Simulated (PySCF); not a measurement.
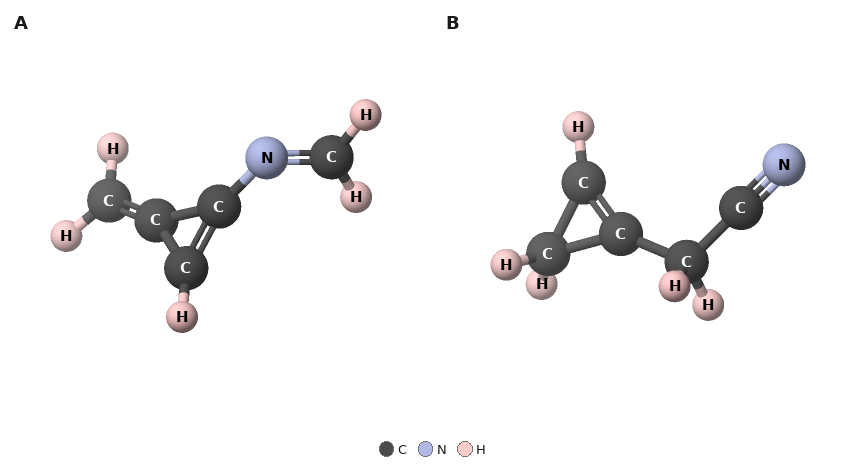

2 stationary structures of one formula. Geometries: PBE0-D3(BJ)/def2-SVP. Electronic energies: PBE0-D3(BJ)/def2-SVP (PySCF 2.14.0), without zero-point energy. No frequency run is at hand to confirm each as a minimum. Each is one conformer, not always the lowest.

Which is lowest in energy, and by how much?

B is lowest; A lies 86.9 kJ/mol above it. A is `C=NC1=CC1=C`, B is `N#CCC1=CC1`.
